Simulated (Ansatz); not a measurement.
**BSiNH+ (triplet): wave-function methods side by side, cc-pVDZ**

Aim: climb from Hartree-Fock through coupled cluster and multireference methods for BSiNH+ (triplet) at one geometry and basis, and see what each rung misses.

The runs use Ansatz 0.2.0, Gaussian basis; cc-pVDZ, core rule «outside noble gas», up to 7 orbitals frozen.

The runs, in order: UHF; CCSD(T) on ROHF; CCSD(T) on UHF; BCCD(T) on ROHF; CISD; CCSDT(Q) on ROHF; CCSDT(Q) on UHF; CASSCF and NEVPT2, 10 electrons in 10 orbitals.

20 further runs of the same task are left out: 9 that didn't finish, 11 set aside as unsound or not needed.

### Step 1. What is computed

The geometry is a PBE0/def2-TZVP stationary point (not a proven minimum) of the parent state, kept for this charge and spin.

4 atoms, charge 1, spin multiplicity 3.

Atoms are counted from 1 here; the program's logs count them from 0.

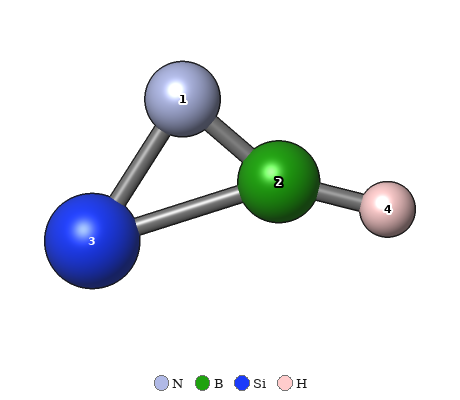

The structure; nitrogen light blue, boron green, silicon blue, hydrogen pink; atoms are numbered from 1 in the order of the file.

Geometry (Å):

```csv
atom,x (Å),y (Å),z (Å)
N1,0.0000,-0.7598,0.6654
B2,0.0000,0.4740,1.1778
Si3,0.0000,0.1517,-0.8595
H4,0.0000,1.2476,2.0700
```

In the tables R marks a restricted open-shell determinant and U an unrestricted one; 'frontier' is the active space of 10 electrons in 10 orbitals; energies count from the table's Hartree-Fock row.

### Step 2. UHF

Input file in.yaml:

```yaml
crystal:
  periodic: [false, false, false]
  atoms:
    - {symbol: N, position_ang: [0.000000, -0.759800, 0.665432]}
    - {symbol: B, position_ang: [0.000000, 0.473968, 1.177819]}
    - {symbol: Si, position_ang: [0.000000, 0.151704, -0.859531]}
    - {symbol: H, position_ang: [0.000000, 1.247631, 2.069996]}
basis:
  gaussian: {orbitals: cc-pVDZ}
total_charge: 1
magnetization: {spin_polarized: true, initial_magnetization: 2}
hamiltonian: {xc: hf}
output: {orbitals: {seedname: orbitals}}
```

Command:

```
> ansatz run in.yaml --threads 1 --pin off --events-out ev --progress --plain --max-ram 2393MiB
```

Log:

```text
Functional definition: HF
  name "HF"
  cite "Fock, Z. Phys. 61, 126 (1930) doi:10.1007/BF01340294"
  parent pbe
  exchange = exact_x
  correlation = 0
496 factors; integrals over basis functions are off by at most 7.4e-4 eV
mean field evaluation 1: about -10011.0313 eV, gradient 4.2e1 eV
mean field evaluation 2: about -10011.2101 eV, gradient 4.2e1 eV
mean field evaluation 4: about -10020.6762 eV, gradient 4.1e0 eV
mean field evaluation 8: about -10021.0234 eV, gradient 5.6e-1 eV
mean field evaluation 16: about -10021.0456 eV, gradient 1.5e-5 eV
mean field evaluation 32: about -10021.0300 eV, gradient 2.9e-1 eV
mean field evaluation 64: about -10020.1085 eV, gradient 1.1e0 eV
mean field evaluation 96: about -10020.8042 eV, gradient 1.2e0 eV
mean field evaluation 128: about -10018.5334 eV, gradient 6.3e-1 eV
mean field evaluation 160: about -10018.4082 eV, gradient 1.3e0 eV
mean field evaluation 192: about -10014.8077 eV, gradient 1.4e1 eV
mean field evaluation 224: about -10020.5258 eV, gradient 4.1e0 eV
mean field -10021.04561536 eV, -368.2666338559 hartree, gradient 1.5e-5 eV, S^2 2.038035; 4 other end points of the search recorded, 0 dependent functions left out
reference -10021.04561536 eV, -368.2666338559 hartree; 14, 12 occupied and 37, 39 virtual orbitals, 496 factors
Total energy: -10021.04561536 eV, -368.2666338559 hartree
```

Run time: 1.6 s. Hardware: 1 thread of Arm Neoverse V2, shared host.

From the report: ⟨S²⟩ of the determinant 2.038 (pure triplet: 2.00).

### Step 3. CCSD(T) on ROHF

in.yaml: that of step 2 with these lines changed.

```diff
@@ -10,4 +10,3 @@
 total_charge: 1
-magnetization: {spin_polarized: true, initial_magnetization: 2}
-hamiltonian: {xc: hf}
-output: {orbitals: {seedname: orbitals}}
+magnetization: {spin_polarized: false, initial_magnetization: 2}
+correlation: {method: ccsd_t, electrons: outside_noble_gas}
```

Same command.

Log (excerpt; [...] marks lines left out):

```text
Functional definition: HF
  name "HF"
  cite "Fock, Z. Phys. 61, 126 (1930) doi:10.1007/BF01340294"
  parent pbe
[...]
496 factors; integrals over basis functions are off by at most 7.4e-4 eV
[...]
mean field -10020.77772963 eV, -368.2567892369 hartree, gradient 6.1e-6 eV, S^2 2.000000; 13 other end points of the search recorded, 0 dependent functions left out
[...]
determinant -10020.77772963 eV, -368.2567892369 hartree, with singles and doubles -10029.25439828 eV, -368.5683010640 hartree
determinant -10020.17820766 eV, -368.2347572106 hartree, with singles and doubles -10028.06036123 eV, -368.5244210118 hartree
determinant -10019.63505124 eV, -368.2147965806 hartree, with singles and doubles -10027.96736276 eV, -368.5210033811 hartree
determinant -10018.29584717 eV, -368.1655817388 hartree, with singles and doubles -10026.27189241 eV, -368.4586959949 hartree
7 core orbitals not correlated: weight in the atoms' cores, before any rotation towards them, 1.000 or more for the frozen orbitals, at most 0.000 for the correlated occupied ones
reference -10020.77772963 eV, -368.2567892369 hartree; 7, 5 occupied and 37, 39 virtual orbitals, 496 factors
second order -7.86141141 eV of doubles, -0.14397240 eV of singles
cycle   1  -8.47639562 eV  change    2.7e-4 eV  update   2.4e-3
[...]
cycle  10  -8.47789314 eV  change   -2.2e-6 eV  update   4.2e-6
perturbative correction -0.43998718 eV, -0.0161692307 hartree
Total energy: -10029.69560995 eV, -368.5845152939 hartree
```

Run time: 7.5 s. Hardware: 1 thread of Arm Neoverse V2, shared host.

From the report: correlation -8.9179 eV; T1 0.032; largest double amplitude 0.06.

### Step 4. CCSD(T) on UHF

in.yaml: that of step 3 with these lines changed.

```diff
@@ -10,3 +10,3 @@
 total_charge: 1
-magnetization: {spin_polarized: false, initial_magnetization: 2}
+magnetization: {spin_polarized: true, initial_magnetization: 2}
 correlation: {method: ccsd_t, electrons: outside_noble_gas}
```

Launched as before.

Log (excerpt; [...] marks lines left out):

```text
Functional definition: HF
  name "HF"
  cite "Fock, Z. Phys. 61, 126 (1930) doi:10.1007/BF01340294"
  parent pbe
[...]
496 factors; integrals over basis functions are off by at most 7.4e-4 eV
[...]
mean field -10021.04561536 eV, -368.2666338559 hartree, gradient 2.9e-6 eV, S^2 2.038035; 15 other end points of the search recorded, 0 dependent functions left out
determinant -10021.04561536 eV, -368.2666338559 hartree, with singles and doubles -10029.27304220 eV, -368.5689862154 hartree
determinant -10020.37048992 eV, -368.2418234534 hartree, with singles and doubles -10028.06610601 eV, -368.5246321287 hartree
determinant -10019.89603173 eV, -368.2243874364 hartree, with singles and doubles -10027.97892055 eV, -368.5214281221 hartree
determinant -10018.64047582 eV, -368.1782466080 hartree, with singles and doubles -10026.22676468 eV, -368.4570375812 hartree
determinant -10018.56225417 eV, -368.1753720154 hartree, with singles and doubles -10026.19893491 eV, -368.4560148561 hartree
determinant -10018.52808746 eV, -368.1741164120 hartree, with singles and doubles -10026.26809752 eV, -368.4585565354 hartree
7 core orbitals not correlated: weight in the atoms' cores, before any rotation towards them, 1.000 or more for the frozen orbitals, at most 0.000 for the correlated occupied ones
reference -10021.04561536 eV, -368.2666338559 hartree; 7, 5 occupied and 37, 39 virtual orbitals, 496 factors
second order -7.53340470 eV of doubles, -0.00000000 eV of singles
cycle   1  -8.22695746 eV  change    4.7e-4 eV  update   3.4e-3
[...]
cycle   9  -8.23004279 eV  change    1.2e-6 eV  update   7.9e-6
perturbative correction -0.41571207 eV, -0.0152771367 hartree
Total energy: -10029.69137022 eV, -368.5843594866 hartree
```

Run time: 9 s. Hardware: 1 thread of Arm Neoverse V2, shared host.

From the report: ⟨S²⟩ of the determinant 2.038 (pure triplet: 2.00); correlation -8.6458 eV; T1 0.034; largest double amplitude 0.06.

### Step 5. BCCD(T) on ROHF

in.yaml: that of step 4 with these lines changed.

```diff
@@ -10,3 +10,3 @@
 total_charge: 1
-magnetization: {spin_polarized: true, initial_magnetization: 2}
-correlation: {method: ccsd_t, electrons: outside_noble_gas}
+magnetization: {spin_polarized: false, initial_magnetization: 2}
+correlation: {method: bccd_t, electrons: outside_noble_gas}
```

Same command.

Log (excerpt; [...] marks lines left out):

```text
Functional definition: HF
  name "HF"
  cite "Fock, Z. Phys. 61, 126 (1930) doi:10.1007/BF01340294"
  parent pbe
[...]
496 factors; integrals over basis functions are off by at most 7.4e-4 eV
[...]
mean field -10020.77772963 eV, -368.2567892369 hartree, gradient 6.1e-6 eV, S^2 2.000000; 13 other end points of the search recorded, 0 dependent functions left out
[...]
determinant -10020.77772963 eV, -368.2567892369 hartree, with singles and doubles -10029.25439828 eV, -368.5683010640 hartree
determinant -10020.17820766 eV, -368.2347572106 hartree, with singles and doubles -10028.06036123 eV, -368.5244210118 hartree
determinant -10019.63505124 eV, -368.2147965806 hartree, with singles and doubles -10027.96736276 eV, -368.5210033811 hartree
determinant -10018.29584717 eV, -368.1655817388 hartree, with singles and doubles -10026.27189241 eV, -368.4586959949 hartree
7 core orbitals not correlated: weight in the atoms' cores, before any rotation towards them, 1.000 or more for the frozen orbitals, at most 0.000 for the correlated occupied ones
reference -10020.77772963 eV, -368.2567892369 hartree; 7, 5 occupied and 37, 39 virtual orbitals, 496 factors
second order -7.86141141 eV of doubles, -0.14397240 eV of singles
cycle   1  -8.44133402 eV  change    3.5e-2 eV  update   1.8e-2
[...]
cycle  13  -8.45129993 eV  change    3.1e-6 eV  update   5.9e-6
perturbative correction -0.46678976 eV, -0.0171542072 hartree
Total energy: -10029.69581932 eV, -368.5845229880 hartree
```

Wall time 7.5 s (1 thread of Arm Neoverse V2, shared host).

From the report: correlation -8.9181 eV; largest double amplitude 0.06.

### Step 6. CISD

in.yaml: that of step 5 with these lines changed.

```diff
@@ -11,2 +11,2 @@
 magnetization: {spin_polarized: false, initial_magnetization: 2}
-correlation: {method: bccd_t, electrons: outside_noble_gas}
+correlation: {active_space: {ras: {orbitals: [5, 2, 37], electrons: 12, max_holes: 2, max_particles: 2}, fixed_orbitals: true}}
```

Same command.

Log (excerpt; [...] marks lines left out):

```text
Functional definition: HF
  name "HF"
  cite "Fock, Z. Phys. 61, 126 (1930) doi:10.1007/BF01340294"
  parent pbe
[...]
496 factors; integrals over basis functions are off by at most 7.4e-4 eV
[...]
mean field -10020.77772963 eV, -368.2567892369 hartree, gradient 6.1e-6 eV, S^2 2.000000; 12 other end points of the search recorded, 0 dependent functions left out
reference -10020.77772963 eV, -368.2567892369 hartree; 14, 12 occupied and 37, 39 virtual orbitals, 496 factors
state -10028.49601317 eV, -368.5404309252 hartree
Total energy: -10028.49601317 eV, -368.5404309252 hartree
```

Run time: 3.8 s. Hardware: 1 thread of Arm Neoverse V2, shared host.

From the report: 156,594 determinants.

### Step 7. CCSDT(Q) on ROHF

in.yaml: that of step 6 with these lines changed.

```diff
@@ -11,2 +11,2 @@
 magnetization: {spin_polarized: false, initial_magnetization: 2}
-correlation: {active_space: {ras: {orbitals: [5, 2, 37], electrons: 12, max_holes: 2, max_particles: 2}, fixed_orbitals: true}}
+correlation: {method: ccsdt_q, electrons: outside_noble_gas}
```

Same command.

Log (excerpt; [...] marks lines left out):

```text
Functional definition: HF
  name "HF"
  cite "Fock, Z. Phys. 61, 126 (1930) doi:10.1007/BF01340294"
  parent pbe
[...]
966 factors; integrals over basis functions are off by at most 1.4e-7 eV
[...]
mean field -10020.77779255 eV, -368.2567915491 hartree, gradient 4.2e-6 eV, S^2 2.000000; 13 other end points of the search recorded, 0 dependent functions left out
[...]
determinant -10020.77779255 eV, -368.2567915491 hartree, with singles and doubles -10029.25445230 eV, -368.5683030492 hartree
determinant -10020.17826566 eV, -368.2347593423 hartree, with singles and doubles -10028.06042300 eV, -368.5244232819 hartree
determinant -10019.63512104 eV, -368.2147991456 hartree, with singles and doubles -10027.96742069 eV, -368.5210055098 hartree
determinant -10018.29590799 eV, -368.1655839736 hartree, with singles and doubles -10026.27195657 eV, -368.4586983526 hartree
7 core orbitals not correlated: weight in the atoms' cores, before any rotation towards them, 1.000 or more for the frozen orbitals, at most 0.000 for the correlated occupied ones
reference -10020.77779255 eV, -368.2567915491 hartree; 7, 5 occupied and 37, 39 virtual orbitals, 966 factors
second order -7.86142911 eV of doubles, -0.14397108 eV of singles
cycle   1  -8.00144557 eV  change    7.1e-3 eV  update   1.3e-1
[...]
cycle  23  -8.94484292 eV  change    7.8e-7 eV  update   1.1e-6
perturbative correction -0.04436041 eV, -0.0016302149 hartree
Total energy: -10029.76699588 eV, -368.5871386784 hartree
```

It took 59 s on 1 thread of Arm Neoverse V2, shared host; peak memory 0.68 GiB.

From the report: correlation -8.9892 eV; T1 0.033; largest double amplitude 0.07.

### Step 8. CCSDT(Q) on UHF

in.yaml: that of step 7 with these lines changed.

```diff
@@ -10,3 +10,3 @@
 total_charge: 1
-magnetization: {spin_polarized: false, initial_magnetization: 2}
+magnetization: {spin_polarized: true, initial_magnetization: 2}
 correlation: {method: ccsdt_q, electrons: outside_noble_gas}
```

The command is unchanged.

Log (excerpt; [...] marks lines left out):

```text
Functional definition: HF
  name "HF"
  cite "Fock, Z. Phys. 61, 126 (1930) doi:10.1007/BF01340294"
  parent pbe
[...]
966 factors; integrals over basis functions are off by at most 1.4e-7 eV
[...]
mean field -10021.04567781 eV, -368.2666361508 hartree, gradient 3.1e-6 eV, S^2 2.038035; 17 other end points of the search recorded, 0 dependent functions left out
determinant -10021.04567781 eV, -368.2666361508 hartree, with singles and doubles -10029.27309700 eV, -368.5689882294 hartree
determinant -10020.37054791 eV, -368.2418255846 hartree, with singles and doubles -10028.06616782 eV, -368.5246344001 hartree
determinant -10019.89610208 eV, -368.2243900220 hartree, with singles and doubles -10027.97897817 eV, -368.5214302396 hartree
determinant -10018.64053963 eV, -368.1782489531 hartree, with singles and doubles -10026.22682937 eV, -368.4570399589 hartree
determinant -10018.56231956 eV, -368.1753744186 hartree, with singles and doubles -10026.19899669 eV, -368.4560171264 hartree
determinant -10018.52814955 eV, -368.1741186936 hartree, with singles and doubles -10026.26816717 eV, -368.4585590949 hartree
7 core orbitals not correlated: weight in the atoms' cores, before any rotation towards them, 1.000 or more for the frozen orbitals, at most 0.000 for the correlated occupied ones
reference -10021.04567781 eV, -368.2666361508 hartree; 7, 5 occupied and 37, 39 virtual orbitals, 966 factors
second order -7.53341998 eV of doubles, -0.00000000 eV of singles
cycle   1  -7.74783261 eV  change   -2.1e-1 eV  update   1.2e-1
[...]
cycle  23  -8.68086284 eV  change    3.9e-7 eV  update   9.8e-7
perturbative correction -0.04667427 eV, -0.0017152479 hartree
Total energy: -10029.77321493 eV, -368.5873672242 hartree
```

It took 56 s on 1 thread of Arm Neoverse V2, shared host; peak memory 0.53 GiB.

From the report: ⟨S²⟩ of the determinant 2.038 (pure triplet: 2.00); correlation -8.7275 eV; T1 0.035; largest double amplitude 0.07.

### Step 9. CASSCF and NEVPT2, 10 electrons in 10 orbitals

in.yaml: that of step 8 with these lines changed.

```diff
@@ -10,3 +10,3 @@
 total_charge: 1
-magnetization: {spin_polarized: true, initial_magnetization: 2}
-correlation: {method: ccsdt_q, electrons: outside_noble_gas}
+magnetization: {spin_polarized: false, initial_magnetization: 2}
+correlation: {method: sc_nevpt2, electrons: outside_noble_gas, active_space: {window: {electrons: 10, orbitals: 10}}}
```

Launched as before.

Log (excerpt; [...] marks lines left out):

```text
Functional definition: HF
  name "HF"
  cite "Fock, Z. Phys. 61, 126 (1930) doi:10.1007/BF01340294"
  parent pbe
[...]
496 factors; integrals over basis functions are off by at most 7.4e-4 eV
[...]
mean field -10020.77772963 eV, -368.2567892369 hartree, gradient 6.1e-6 eV, S^2 2.000000; 12 other end points of the search recorded, 0 dependent functions left out
reference -10020.77772963 eV, -368.2567892369 hartree; 14, 12 occupied and 37, 39 virtual orbitals, 496 factors
state -10024.44598756 eV, -368.3915952294 hartree
state -10024.44598756 eV, -368.3915952294 hartree; corrected -10028.40997141 eV, -368.5372689490 hartree
Total energy: -10028.40997141 eV, -368.5372689490 hartree
```

Run time: 39 s. Hardware: 1 thread of Arm Neoverse V2, shared host.

From the report: 32,144 determinants; active occupations 1.99, 1.97, 1.96, 1.95, 1.01, 1.00, 0.05, 0.04, 0.02, 0.01.

### Step 10. All levels against the top one

The yardstick is UCCSDT(Q), where the cluster series has nearly closed. Rows without a time come out of other runs: HF, MP2 and CCSD of CCSD(T), CCSDT of CCSDT(Q), CASSCF and MRCISD of the multireference runs.

Differences are taken before rounding.

```
         method  energy from the lowest RHF (kJ/mol)  from UCCSDT(Q) (kJ/mol)   time
            RHF                                  0.0                   +867.9       
            UHF                                -25.8                   +842.1       
           RMP2                               -772.4                    +95.5       
           UMP2                               -752.7                   +115.2       
           CISD                               -744.7                   +123.2  3.8 s
          RCCSD                               -818.0                    +49.9       
          UCCSD                               -819.9                    +48.0       
       RCCSD(T)                               -860.4                     +7.5  7.5 s
       UCCSD(T)                               -860.0                     +7.9    9 s
        BCCD(T)                               -860.5                     +7.5  7.5 s
         RCCSDT                               -863.1                     +4.9       
         UCCSDT                               -863.4                     +4.5       
      RCCSDT(Q)                               -867.3                     +0.6   59 s
      UCCSDT(Q)                               -867.9                        0   56 s
CASSCF frontier                               -353.9                   +514.0       
NEVPT2 frontier                               -736.4                   +131.5   39 s
```

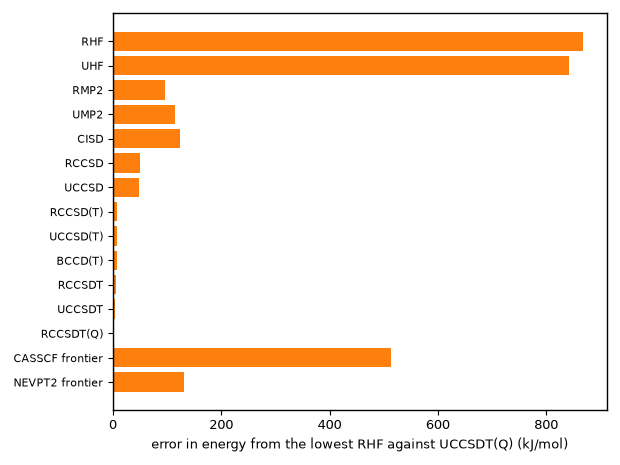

Error of each method against UCCSDT(Q).

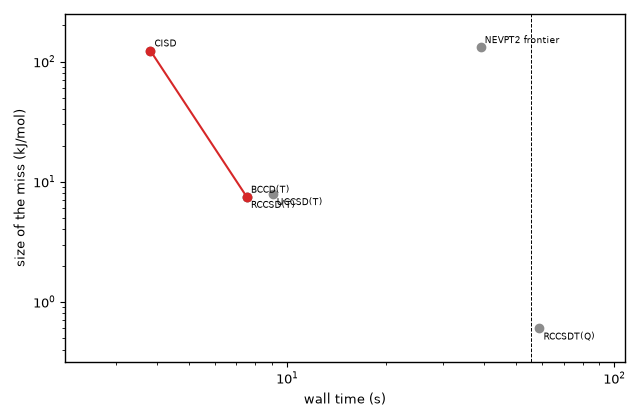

Accuracy for the time spent; red marks the levels that beat every quicker one drawn (of those quicker than the yardstick), and the dashed line is the time of UCCSDT(Q). Times are from a shared host.

### Step 11. Results

| quantity | value |
| --- | --- |
| UCCSDT(Q) below the RHF energy | -8.9955 eV |
| RMP2 from UCCSDT(Q) | +95.5 kJ/mol |
| UMP2 from UCCSDT(Q) | +115.2 kJ/mol |
| RCCSD from UCCSDT(Q) | +49.9 kJ/mol |
| RCCSD(T) from UCCSDT(Q) | +7.5 kJ/mol |
| UCCSD(T) from UCCSDT(Q) | +7.9 kJ/mol |
| RCCSDT(Q) from UCCSDT(Q) | +0.6 kJ/mol |
| NEVPT2 frontier from UCCSDT(Q) | +131.5 kJ/mol |
| levels within 1 kcal/mol (43 meV) | RCCSDT(Q) |
| T1 diagnostic | 0.032 |

**Reading.** RCCSD(T) lands +7.5 kJ/mol from the yardstick (0.9 % of the correlation energy). These misses are within one basis, not against nature; the frozen cores of restricted and unrestricted runs differ, which can shift their rows.

For cost: BCCD(T) gets within 7.5 kJ/mol in 7.5 s, where UCCSDT(Q) took 56 s; the quickest level in the cost chart, CISD, takes 3.8 s and misses by 123.2 kJ/mol.
